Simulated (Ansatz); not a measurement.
**CH6GeO (SMILES C[O][GeH3]) at wB97M-V/cc-pVDZ**

Aim: the vertical ionisation energy of CH6GeO at wB97M-V/cc-pVDZ, from 2 runs. 

The results are computed with Ansatz 0.2.0.

64 further runs of the same task are left out: 64 set aside as unsound or not needed.

## Step 1: The system as given

CH6GeO: 9 atoms, total charge 0, spin state singlet. SMILES: `C[O][GeH3]`. The coordinates come from a PBE0-D4/def2-TZVP relaxation.

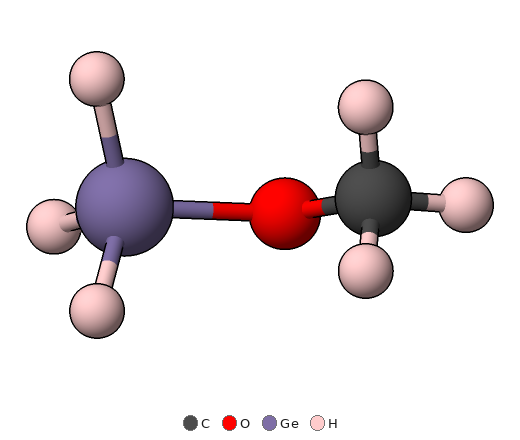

Viewed from a chosen angle; carbon dark grey, oxygen red, germanium purple, hydrogen pink.

## Step 2: The energy at wB97M-V/cc-pVDZ

The input, molecule.yaml:

```yaml
crystal:
  periodic: [false, false, false]
  atoms:
    - {symbol: C, position_ang: [-0.461600, 0.939500, -0.879600]}
    - {symbol: O, position_ang: [-0.657300, -0.383600, -0.447300]}
    - {symbol: Ge, position_ang: [0.409500, -1.004400, 0.834300]}
    - {symbol: H, position_ang: [-1.194400, 1.152600, -1.661500]}
    - {symbol: H, position_ang: [0.540900, 1.094500, -1.301500]}
    - {symbol: H, position_ang: [-0.607700, 1.666800, -0.069200]}
    - {symbol: H, position_ang: [1.870200, -0.939000, 0.345100]}
    - {symbol: H, position_ang: [-0.054100, -2.444000, 1.070300]}
    - {symbol: H, position_ang: [0.242900, -0.128600, 2.092200]}
basis:
  gaussian: {orbitals: cc-pVDZ}
hamiltonian: {xc: {name: wB97M-V}}
accuracy: high
output: {orbitals: {seedname: orbitals}}
```

On the command line:

```sh
ansatz run molecule.yaml --threads 1 --pin off --max-ram 3480MiB --events-out events.jsonl --progress --plain --runs-dir runs
```

What it wrote:

```text
Warning: RAYON_NUM_THREADS=1 ignored (pool sized by the plan → 1); use --threads N
Functional definition: wB97M-V
  name "wB97M-V"
  parameter omega = 0.3/bohr
  parameter cx = 0.15
  parameter cx01 = 1.007
  parameter cx10 = 0.259
  parameter css00 = 0.443
  parameter css04 = -1.437
  parameter css10 = -4.535
  parameter css20 = -3.390
  parameter css43 = 4.278
  parameter cos00 = 1.000
  parameter cos10 = 1.358
  parameter cos20 = 2.924
  parameter cos21 = -8.812
  parameter cos60 = -1.390
  parameter cos61 = 9.142
  parameter b = 6.0
  parameter c = 0.01
  gx(w, u) = 1 - cx + cx01*u + cx10*w
  gss(w, u) = css00 + css04*u^4 + css10*w + css20*w^2 + css43*w^4*u^3
  gos(w, u) = cos00 + cos10*w + (cos20 + cos21*u)*w^2 + (cos60 + cos61*u)*w^6
  exchange = spin_sum(e_x_unif_sr(omega)*gx(b97_w, b97_u_x)) + cx*exact_x_sr(omega) + exact_x_lr(omega)
  correlation = spin_sum(e_c_pw_mod_same_spin*gss(b97_w, b97_u_same))
      + integral(e_c_pw_mod_opposite_spin*gos(b97_w_opposite, b97_u_opposite)) + vv10(b, c)
2014 factors; integrals over basis functions are off by at most 4.4e-9 eV
353 factors; integrals over basis functions are off by at most 2.1e-9 eV
mean field evaluation 1: about -59691.3813 eV, gradient 3.7e1 eV
mean field evaluation 2: about -59690.7948 eV, gradient 4.3e1 eV
mean field evaluation 4: about -59694.0849 eV, gradient 1.3e0 eV
mean field evaluation 8: about -59694.1918 eV, gradient 2.2e-2 eV
mean field evaluation 16: about -59694.1918 eV, gradient 1.5e-5 eV
mean field -59694.19178424 eV, -2193.7210858943 hartree, gradient 3.1e-8 eV, S^2 0.000000; 0 other end points of the search recorded, 0 dependent functions left out
reference -59694.19178877 eV, -2193.7210860607 hartree; 26, 26 occupied and 59, 59 virtual orbitals, 2014 factors
Total energy: -59694.19178877 eV, -2193.7210860607 hartree
```

It took 58 s on 1 thread of Arm Neoverse V2, shared host; peak memory 0.56 GiB.

## Step 3: The doublet cation, same level

The input, in.yaml:

```yaml
crystal:
  periodic: [false, false, false]
  atoms:
    - symbol: C
      position_ang: [-0.461600, 0.939500, -0.879600]
    - symbol: O
      position_ang: [-0.657300, -0.383600, -0.447300]
    - symbol: Ge
      position_ang: [0.409500, -1.004400, 0.834300]
    - symbol: H
      position_ang: [-1.194400, 1.152600, -1.661500]
    - symbol: H
      position_ang: [0.540900, 1.094500, -1.301500]
    - symbol: H
      position_ang: [-0.607700, 1.666800, -0.069200]
    - symbol: H
      position_ang: [1.870200, -0.939000, 0.345100]
    - symbol: H
      position_ang: [-0.054100, -2.444000, 1.070300]
    - symbol: H
      position_ang: [0.242900, -0.128600, 2.092200]
basis:
  gaussian: {orbitals: cc-pVDZ}
total_charge: 1
magnetization: {spin_polarized: true, initial_magnetization: 1}
hamiltonian: {xc: {name: wB97M-V}}
accuracy: high
output: {orbitals: {seedname: orbitals}}
```

On the command line:

```sh
ansatz run in.yaml --threads 1 --pin off --max-ram 3480MiB --events-out events.jsonl --progress --plain --runs-dir runs
```

What it wrote:

```text
Warning: RAYON_NUM_THREADS=1 ignored (pool sized by the plan → 1); use --threads N
[... 19 set-up lines as earlier in the session ...]
  gx(w, u) = 1 - cx + cx01*u + cx10*w
  gss(w, u) = css00 + css04*u^4 + css10*w + css20*w^2 + css43*w^4*u^3
  gos(w, u) = cos00 + cos10*w + (cos20 + cos21*u)*w^2 + (cos60 + cos61*u)*w^6
[... 2 set-up lines as earlier in the session ...]
      + integral(e_c_pw_mod_opposite_spin*gos(b97_w_opposite, b97_u_opposite)) + vv10(b, c)
2015 factors; integrals over basis functions are off by at most 4.4e-9 eV
352 factors; integrals over basis functions are off by at most 2.7e-9 eV
mean field evaluation 1: about -59671.8604 eV, gradient 4.9e1 eV
mean field evaluation 2: about -59649.3627 eV, gradient 8.9e1 eV
mean field evaluation 4: about -59683.7182 eV, gradient 5.8e0 eV
mean field evaluation 8: about -59684.0814 eV, gradient 3.4e-1 eV
mean field evaluation 16: about -59684.1892 eV, gradient 2.7e-3 eV
mean field evaluation 32: about -59684.1892 eV, gradient 9.3e-7 eV
mean field -59684.18924485 eV, -2193.3534993516 hartree, gradient 4.4e-8 eV, S^2 0.755344; 2 other end points of the search recorded, 0 dependent functions left out
reference -59684.18924925 eV, -2193.3534995133 hartree; 26, 25 occupied and 59, 60 virtual orbitals, 2015 factors
Total energy: -59684.18924925 eV, -2193.3534995133 hartree
```

Wall time 2 min (1 thread of Arm Neoverse V2, shared host); peak memory 1 GiB.

## Step 4: What came out

Level: wB97M-V/cc-pVDZ.

| quantity | value |
| --- | --- |
| singlet CH6GeO: total energy | -2193.72109 Eh |
| singlet CH6GeO: HOMO energy | -9.91 eV |
| singlet CH6GeO: LUMO energy | 2.48 eV |
| singlet CH6GeO: HOMO–LUMO gap | 12.38 eV |
| doublet cation: total energy | -2193.35350 Eh |
| doublet cation: HOMO energy (highest over α and β) | -17.39 eV |
| doublet cation: LUMO energy (lowest over α and β) | -10.08 eV |
| doublet cation: ⟨S²⟩ | 0.755 |
| vertical ionisation energy (to the doublet cation) | 10.003 eV |

What this shows: Removing an electron at fixed nuclei costs 10.00 eV (231 kcal/mol). −ε(HOMO) before ionisation, 9.91 eV, is 0.10 eV below this ionisation energy.
